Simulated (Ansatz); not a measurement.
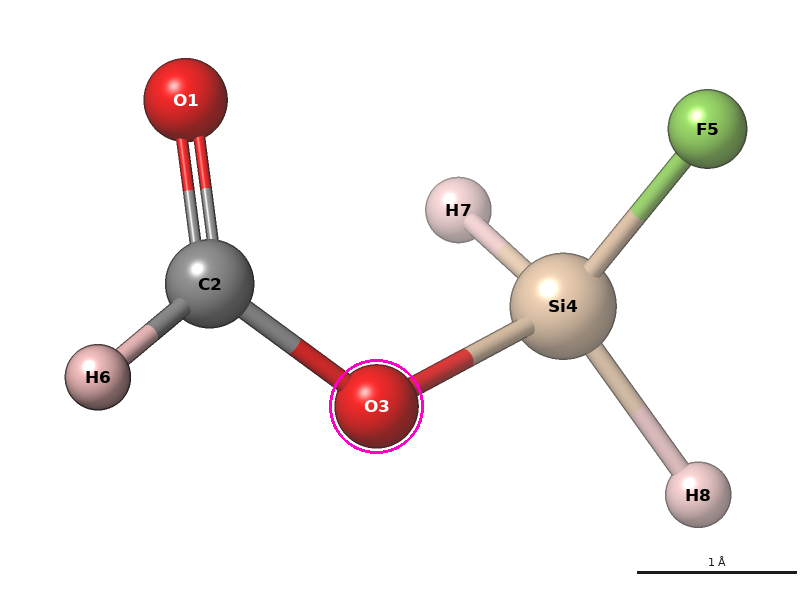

Orthographic view. Depth is shown by fading: the farther an atom, the more it takes the colour of the background. The geometry was computed by an optimisation with PBE-D4/def2-SVP. No frequency run is at hand to confirm it as a minimum.

**Which atoms are bonded to the circled atom?**

The circled atom is O3; it is bonded to C2, Si4.

**Of O3 and Si4, which is nearer the viewer?**

O3; the bond to Si4 points away from the viewer, so it looks shorter than its 1.72 Å.

**Which atom is farthest from the viewer?**

H7, 1.8 Å behind the mean position.

**Which atom is nearest the viewer?**

H6, 1.5 Å in front of the mean position.
